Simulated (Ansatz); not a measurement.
ScS$_{4}$

Input file:

```
crystal:
  lattice:
    - [3.6208640477, 0.0, 0.0]
    - [-1.8104320238, 3.1357602489, 0.0]
    - [0.0, 0.0, 10.2591840992]
  atoms:
    - { symbol: Sc, position: [0.0, 0.0, 0.0] }
    - { symbol: S, position: [0.0, 0.0, 0.4077442083] }
    - { symbol: S, position: [0.0, 0.0, 0.5922557917] }
    - { symbol: S, position: [0.6666666667, 0.3333333333, 0.8578523942] }
    - { symbol: S, position: [0.3333333333, 0.6666666667, 0.1421476058] }
basis:
  ecutwfc: 420
kpoints:
  mp_grid: { grid: [12, 12, 4] }
hamiltonian:
  xc: pbe
scf:
  occupations: { method: gaussian, width: 0.1 }
output:
  forces: true
  stress: true
  eigenvalues: true
  write_density: true
  write_potential: true
  elf: true
  volumetric_format: npy
relax:
  adjacent_minimum: "off"
  f_tol: 0.01
  max_steps: 80
  cell: { stress_tol: 0.05 }
```

Command:

```sh
ansatz run input.yaml --threads 1 --pin off --max-ram 2560MiB --backend cpu --events-out ev --progress --plain --runs-dir out
```

Below, planes, directions and counts refer to the conventional cell (a = 3.55 Å, b = 3.55 Å, c = 10.81 Å, α = 90.00°, β = 90.00°, γ = 120.00°).

The fields are those of the relaxed geometry.

Space group P-3m1; a generated structure, not necessarily the stable one; computed without spin polarisation.

Theory: DFT PBE, scalar-relativistic, plane waves, PAW in Ansatz 0.2.0.

**Predict the valence pseudo-density and electron localisation function between the atoms.**

S–S (1.89 Å): ρ at the midpoint is about 1.3 e/Å³; the ELF peaks at about 0.80 between the atoms.

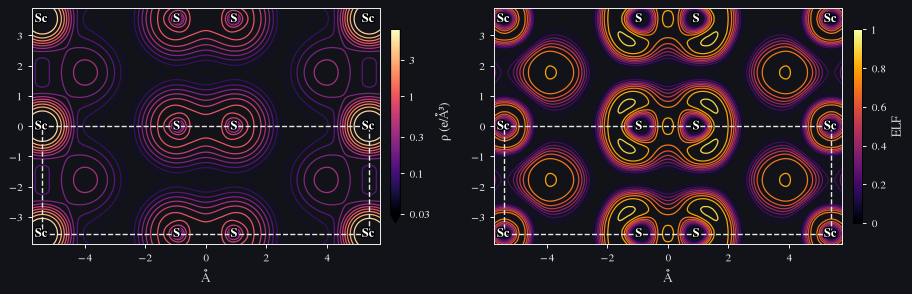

Computed valence pseudo-density and electron localisation function on the (11̄0) plane of the conventional cell, in this order. 

Core electrons are frozen (PAW), and the valence fields are smoothed inside the atomic spheres.
